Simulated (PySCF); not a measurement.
**InCl (SMILES [Cl][In]): SVWN5/STO-3G**

What is the vertical ionisation energy of InCl at SVWN5/STO-3G? 

The calculation is run with PySCF 2.14.0.

8 further runs of the same task are left out: 8 set aside as unsound or not needed.

### Step 1. The structure to begin with

The species is InCl (2 atoms), meant as a singlet with charge 0. SMILES: `[Cl][In]`. Geometry: a GFN2-xTB relaxation, a rough one for these elements and not checked as a minimum.

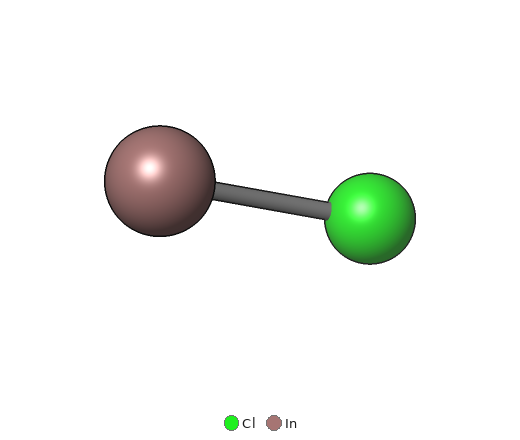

Viewed from a chosen angle; chlorine green, indium brown.

### Step 2. The energy at SVWN5/STO-3G

input.py reads:

```python
# InCl
from pyscf import gto, dft

mol = gto.Mole()
mol.atom = 'Cl 0.000000 0.000000 0.000000; In 0.000000 0.000000 2.385660'
mol.basis = 'sto-3g'
mol.spin = 0
mol.verbose = 4
mol.max_memory = 1860
mol.build()

mf = dft.RKS(mol)
mf.xc = 'svwn'
mf.conv_tol = 1e-10
mf.grids.level = 5
mf.kernel()
if not mf.converged:
    mf = mf.newton().run(mf.mo_coeff, mf.mo_occ)

e_tot = mf.e_tot
print('E = %.10f Eh' % e_tot)
```

On the command line:

```console
$ OMP_NUM_THREADS=1 python input.py
```

The log of the run:

```text
PySCF version 2.14.0

[INPUT] num. atoms = 2
[INPUT] num. electrons = 66
[INPUT] charge = 0
[INPUT] spin (= nelec alpha-beta = 2S) = 0
[INPUT] symmetry False subgroup None
[INPUT] Mole.unit = angstrom
[INPUT] Symbol           X                Y                Z      unit          X                Y                Z       unit  Magmom
[INPUT]  1 Cl     0.000000000000   0.000000000000   0.000000000000 AA    0.000000000000   0.000000000000   0.000000000000 Bohr   0.0
[INPUT]  2 In     0.000000000000   0.000000000000   2.385660000000 AA    0.000000000000   0.000000000000   4.508244026330 Bohr   0.0

nuclear repulsion = 184.772606614673
number of shells = 16
number of NR pGTOs = 108
number of NR cGTOs = 36
basis = sto-3g
ecp = {}

******** <class 'pyscf.dft.rks.RKS'> ********
method = RKS
initial guess = minao
damping factor = 0
level_shift factor = 0
DIIS = <class 'pyscf.scf.diis.CDIIS'>
diis_start_cycle = 1
diis_space = 8
diis_damp = 0
SCF conv_tol = 1e-10
SCF conv_tol_grad = None
SCF max_cycles = 50
direct_scf = True
direct_scf_tol = 1e-13
XC library pyscf.dft.libxc version 7.0.0
    S. Lehtola, C. Steigemann, M. J.T. Oliveira, and M. A.L. Marques.,  SoftwareX 7, 1–5 (2018)
XC functionals = svwn
    P. A. M. Dirac.,  Math. Proc. Cambridge Philos. Soc. 26, 376 (1930)
    F. Bloch.,  Z. Phys. 57, 545 (1929)
    S. H. Vosko, L. Wilk, and M. Nusair.,  Can. J. Phys. 58, 1200 (1980)
radial grids:
    Treutler-Ahlrichs [JCP 102, 346 (1995); DOI:10.1063/1.469408] (M4) radial grids

becke partition: Becke, JCP 88, 2547 (1988); DOI:10.1063/1.454033
pruning grids: <function nwchem_prune>
grids dens level: 5
symmetrized grids: False
atomic radii adjust function: <function treutler_atomic_radii_adjust>
small_rho_cutoff = 0
Set gradient conv threshold to 1e-05
Initial guess from minao.
tot grids = 90376
init E= -6117.908307424
  HOMO = -0.541476695557505  LUMO = -0.391836289621045  gap/eV = 4.07192
cycle= 1 E= -6132.91930501247  delta_E=  -15  |g|= 0.245  |ddm|= 1.63
  HOMO = -0.0518790168618067  LUMO = 0.0345191847183548  gap/eV = 2.35101
cycle= 2 E= -6132.93505583567  delta_E= -0.0158  |g|= 0.0461  |ddm|= 0.671
  HOMO = -0.0802972414551811  LUMO = 0.0307771542742781  gap/eV = 3.02249
cycle= 3 E= -6132.93611664764  delta_E= -0.00106  |g|= 0.0266  |ddm|= 0.278
  HOMO = -0.0814458266780346  LUMO = 0.0291647786254295  gap/eV = 3.00987
cycle= 4 E= -6132.93667128798  delta_E= -0.000555  |g|= 0.00683  |ddm|= 0.103
  HOMO = -0.0790968579224484  LUMO = 0.0300585505715555  gap/eV = 2.97027
cycle= 5 E= -6132.93670225704  delta_E= -3.1e-05  |g|= 0.000285  |ddm|= 0.0208
  HOMO = -0.0789480268299774  LUMO = 0.0300786521714271  gap/eV = 2.96677
cycle= 6 E= -6132.93670230966  delta_E= -5.26e-08  |g|= 5.22e-05  |ddm|= 0.00111
  HOMO = -0.0789219298339814  LUMO = 0.030089698644646  gap/eV = 2.96636
cycle= 7 E= -6132.93670231168  delta_E= -2.02e-09  |g|= 3.34e-06  |ddm|= 0.000173
  HOMO = -0.0789209192247514  LUMO = 0.0300900858910701  gap/eV = 2.96634
cycle= 8 E= -6132.93670231169  delta_E= -1e-11  |g|= 8.08e-08  |ddm|= 1.1e-05
  HOMO = -0.0789208614102004  LUMO = 0.0300901091382384  gap/eV = 2.96634
Extra cycle  E= -6132.93670231168  delta_E= 2.73e-12  |g|= 1.11e-07  |ddm|= 5.31e-07
converged SCF energy = -6132.93670231168
E = -6132.9367023117 Eh
```

It took 1.9 s on 1 thread of Arm Neoverse V1, shared host; peak memory 0.15 GiB.

### Step 3. The doublet cation

calc.py reads:

```python
from pyscf import gto, dft

system = gto.M(
    atom='Cl 0.000000 0.000000 0.000000; In 0.000000 0.000000 2.385660',
    basis='sto-3g',
    spin=1,
    verbose=3,
    charge=1,
    max_memory=1860,
)

ks = dft.UKS(system, xc='svwn')
ks.conv_tol = 1e-10
ks.grids.level = 5
ks.kernel()
if not ks.converged:
    ks = ks.newton().run(ks.mo_coeff, ks.mo_occ)

e_final = ks.e_tot
print('Final energy', e_final)
```

On the command line:

```console
$ OMP_NUM_THREADS=1 python calc.py
```

The log of the run:

```text
converged SCF energy = -6132.69883696402  <S^2> = 0.75207154  2S+1 = 2.0020705
Final energy -6132.698836964025
```

It took 2.7 s on 1 thread of Arm Neoverse V1, shared host; peak memory 0.15 GiB.

### Step 4. What came out

At SVWN5/STO-3G:

```
                                          quantity           value
                        singlet InCl: total energy  -6132.93670 Eh
                       singlet InCl: dipole moment          2.68 D
                         singlet InCl: HOMO energy        -2.15 eV
                         singlet InCl: LUMO energy         0.82 eV
                       singlet InCl: HOMO–LUMO gap         2.97 eV
                      doublet cation: total energy  -6132.69884 Eh
doublet cation: HOMO energy (highest over α and β)       -11.18 eV
 doublet cation: LUMO energy (lowest over α and β)       -10.14 eV
                              doublet cation: ⟨S²⟩           0.752
vertical ionisation energy (to the doublet cation)        6.473 eV
```

**Reading.** Removing an electron at fixed nuclei costs 6.47 eV (625 kJ/mol). −ε(HOMO) before ionisation, 2.15 eV, is 4.33 eV below this ionisation energy. In a minimal basis such a difference can be off by several eV, whatever the method. Relativity is left out (singlet InCl) although the molecule holds a heavy atom. Relativity is left out (doublet cation) although the molecule holds a heavy atom.
